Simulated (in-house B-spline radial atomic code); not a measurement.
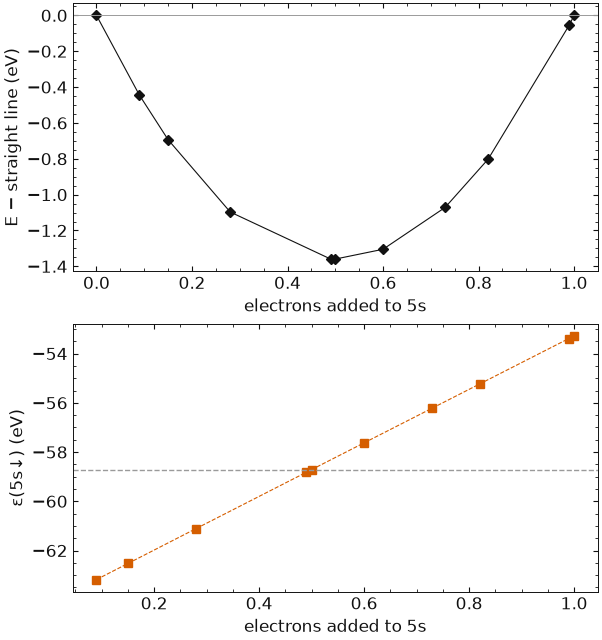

The occupation of the 5s shell is varied from Te⁵⁺ ([Kr] 4d10 5s1 (high spin)) to Te⁴⁺ ([Kr] 4d10 5s2), with spherical fractional occupations. The plot shows the total energy less the straight line between the end points, and the eigenvalue of 5s↓ (the dashed line is minus the energy to take the whole electron out). The values are computed.

Question: Was this Hartree-Fock or a semilocal functional, and how does the plot tell?

Answer: It was a semilocal functional (LDA, GGA or meta-GGA): scalar-relativistic (spin-free one-electron X2C) PBEsol, spin-polarised, spherical fractional occupations, Fermi nucleus, basis-set limit, computed with an in-house B-spline radial code. The curve is convex (below the straight line), with the largest deviation among the points computed, −1.36 eV, at 0.5. The end points differ by 58.7 eV, the energy to take the electron out. The eigenvalue, which is the slope of the energy (Janak's theorem), moves from −63.2 eV at 0.09 to −53.3 eV at 1; for a straight line it would stay constant, and a parabola would sag by an eighth of this change, scaled to a whole electron, 1.36 eV. Convexity is the delocalisation error: fractional charges are too low in energy. For an s shell Hartree-Fock would as a rule bend the other way.
